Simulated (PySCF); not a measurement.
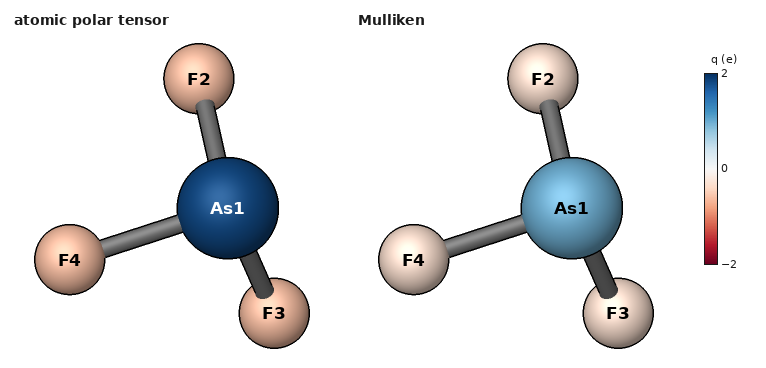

Atomic charges of one calculation by 2 schemes, on one colour scale. Computed geometry: PBE0/def2-TZVP optimisation. Computed with PBE0/def2-TZVP (PySCF 2.14.0).

Question: Which scheme gives the most polar picture (largest mean size of the charges)?

Answer: The atomic polar tensor charges are the largest in size here.

List the charges (e), one line for each set of equivalent atoms.

```tsv
atom	atomic polar tensor	Mulliken
As1	1.83	0.98
F2, F3, F4	−0.61	−0.33
```
